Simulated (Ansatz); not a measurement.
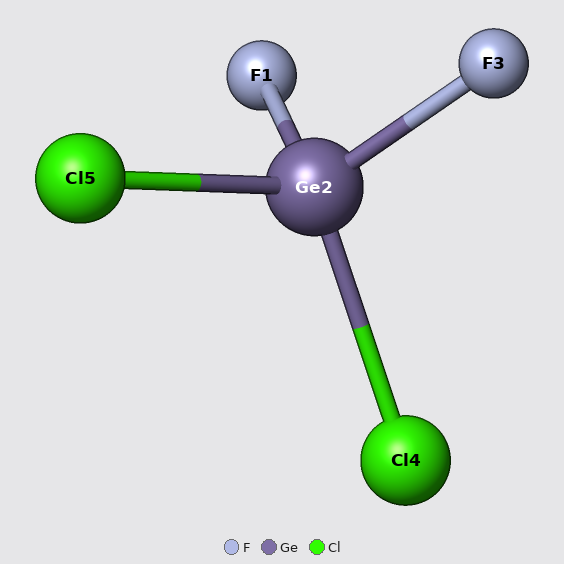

Harmonic vibrations computed with RKS PBE0-D4/def2-TZVP (Ansatz 0.2.0) at a stationary point of the same level.

**Minimum or transition state?**

A minimum: no imaginary frequency, and the lowest mode lies at 137 cm⁻¹.

**How many vibrational modes are there, and where do they lie?**

9 modes: 137, 165, 194, 239, 243, 442, 492, 745, 765 cm⁻¹.
